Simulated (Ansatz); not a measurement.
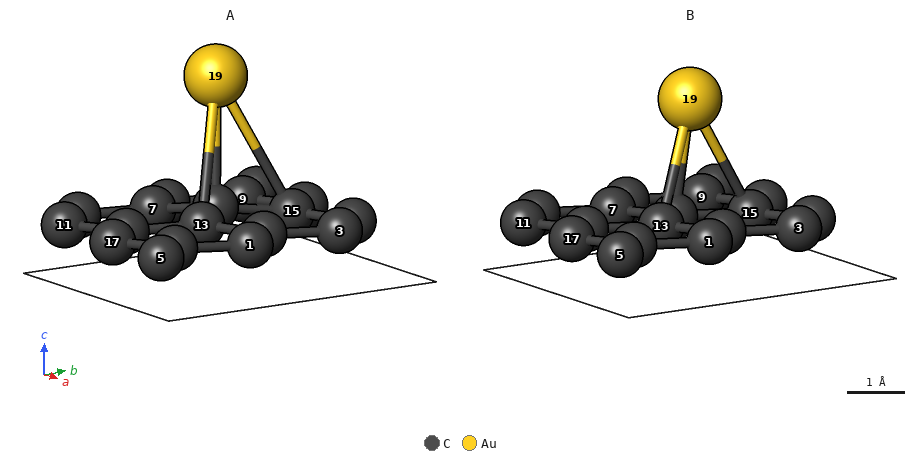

Two geometries of a slab of composition AuC18, drawn at one scale. One is the start of a relaxation, the other its converged end. The picture is a ball-and-stick view of the cell of the calculation, outlined in the plane, without the vacuum (origin shifted), seen slightly off an axis.

All numbers below come from Ansatz, DFT PBE, scalar-relativistic, plane waves, PAW. Settings: plane-wave cutoff 420 eV; k-point mesh 2 × 2 × 1; occupations fermi dirac; smearing width 0.02 eV; collinear spin; atoms relaxed in a fixed cell; force threshold 0.03 eV/Å; at most 60 steps.

Question: Which geometry has the lower energy?

Answer: Structure A is the relaxed one. It is Au on graphene monolayer, set down by a guess. The run prepares an end point of a later path (adatom hop) calculation, from a guessed geometry. The atom that moves furthest relative to the layer's centre is the Au atom (0.54 Å at 45° to the normal (+c side)). By element the largest moves are Au 0.54 Å, C 0.16 Å. The lattice vectors keep their values. Near-neighbour distances that change, for instance: Au–C 2.438 → 2.864 Å, Au–C 2.506 → 2.866 Å, Au–C 2.160 → 2.339 Å, C–C 1.424 → 1.445 Å. Among the angles between lasting bonds that change: C–C–Au 83.0° → 95.4°, C–C–Au 86.2° → 95.6°, C–C–Au 100.9° → 95.7°. Over 4 accepted moves (5 points after the start) the energy falls by 0.442 eV per cell of the calculation. Largest force component: 2 eV/Å at the start, 0.01 eV/Å at the end. 1 step only repeated the SCF at the same geometry.

Limits of the set-up: the periodic images lie only 7.4 Å apart, so the values are limited by the cell's size.
